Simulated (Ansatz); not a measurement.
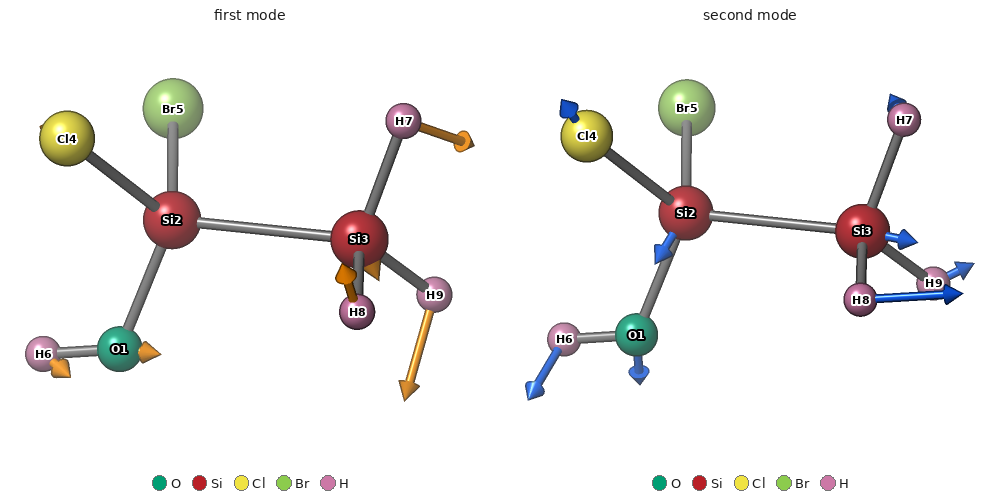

The system is BrClH4OSi2, SMILES O[Si]([SiH3])(Cl)Br; the picture shows the reference structure; its two panels give the patterns of the first and the second mode as arrows. 
- The first coordinate is: normal mode 2 (111 cm⁻¹); the second: normal mode 8 (359 cm⁻¹).
- Nothing is relaxed (straight displacements along the two mass-weighted modes).
- Grid: 13 × 13 points.
- Energies are in kJ/mol, from the relaxed molecule at the same level.
- These are results of RKS PBE0-D4/def2-SVP in Ansatz 0.2.0, not measurements.

Its coordinates:

| atom | x (Å) | y (Å) | z (Å) |
| --- | --- | --- | --- |
| O | -1.8973 | -0.4543 | 0.1556 |
| Si | -0.5050 | 0.3498 | 0.5175 |
| Si | 1.2303 | -0.4785 | -0.7951 |
| Cl | -0.0568 | 0.1235 | 2.5262 |
| Br | -0.7645 | 2.5365 | 0.1561 |
| H | -2.7066 | -0.1952 | 0.6105 |
| H | 2.4702 | 0.2681 | -0.4329 |
| H | 1.4130 | -1.9342 | -0.5197 |
| H | 0.9051 | -0.2620 | -2.2353 |

Range: normal mode 2 (111 cm⁻¹) from −1.085 to 1.085 amu½·Å; normal mode 8 (359 cm⁻¹) from −1.126 to 1.126 amu½·Å.

Question: Predict the map.

Answer: The lowest grid point is at normal mode 2 (111 cm⁻¹) = 0.000 amu½·Å, normal mode 8 (359 cm⁻¹) = 0.000 amu½·Å, 0.0 kJ/mol from the relaxed molecule at the same level. It is the only kind of minimum in the scanned range. The highest grid point, normal mode 2 (111 cm⁻¹) = −1.085 amu½·Å, normal mode 8 (359 cm⁻¹) = −1.126 amu½·Å, lies 43.0 kJ/mol above the lowest.

```tsv
normal mode 8 (359 cm⁻¹) ↓, normal mode 2 (111 cm⁻¹) →	−1.085	−0.904	−0.723	−0.542	−0.362	−0.181	0.000	0.181	0.362	0.542	0.723	0.904	1.085
1.126	37.5	33.3	30.4	28.7	27.8	27.5	27.5	27.8	28.4	29.4	30.9	33.3	36.9
0.938	28.9	24.7	22.0	20.4	19.5	19.1	19.1	19.3	19.8	20.7	22.1	24.3	27.8
0.751	21.7	17.7	15.1	13.5	12.7	12.3	12.3	12.4	12.8	13.6	14.9	17.0	20.3
0.563	15.9	12.1	9.6	8.2	7.4	7.0	7.0	7.1	7.4	8.1	9.3	11.4	14.6
0.375	11.6	8.0	5.6	4.3	3.5	3.2	3.1	3.2	3.5	4.1	5.3	7.4	10.6
0.188	8.9	5.4	3.1	1.9	1.2	0.9	0.8	0.9	1.1	1.8	2.9	5.0	8.2
0.000	7.7	4.3	2.2	1.0	0.4	0.1	0.0	0.1	0.3	1.0	2.2	4.2	7.5
−0.188	8.3	5.0	3.0	1.8	1.2	0.9	0.8	0.9	1.2	1.8	3.0	5.1	8.4
−0.375	10.8	7.5	5.5	4.3	3.7	3.4	3.3	3.4	3.7	4.3	5.6	7.7	11.1
−0.563	15.3	12.0	10.0	8.8	8.1	7.8	7.7	7.7	8.0	8.6	9.9	12.1	15.6
−0.751	22.0	18.7	16.6	15.4	14.6	14.2	14.0	14.0	14.2	14.9	16.2	18.5	22.1
−0.938	31.2	27.8	25.6	24.2	23.4	22.9	22.6	22.5	22.7	23.3	24.6	26.9	30.6
−1.126	43.0	39.5	37.2	35.6	34.6	34.0	33.5	33.3	33.4	34.0	35.3	37.6	41.3
```

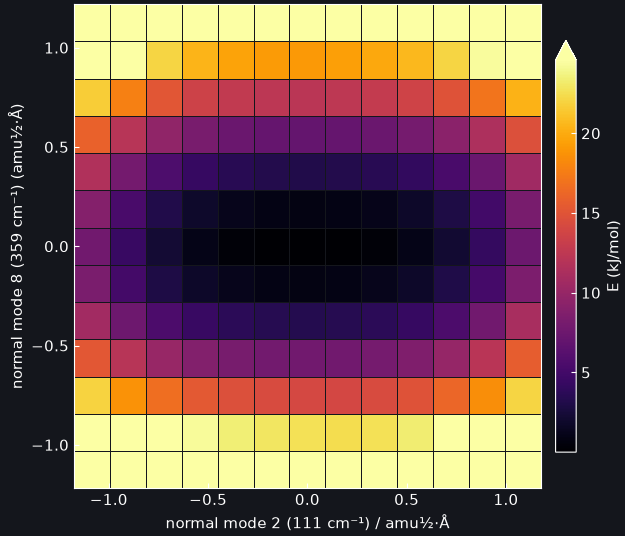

In the figure: one coloured cell a grid point, one colour for all values above the top of the scale.

Each point was launched as `ansatz run input.yaml --threads 1 --pin off --max-ram 2560MiB --backend cpu --events-out ev --progress --plain --runs-dir out`. The whole map (169 points run) took 30 min on 1 thread of AMD EPYC 7R43 64-Core Processor (Zen 3), with other jobs on the host.
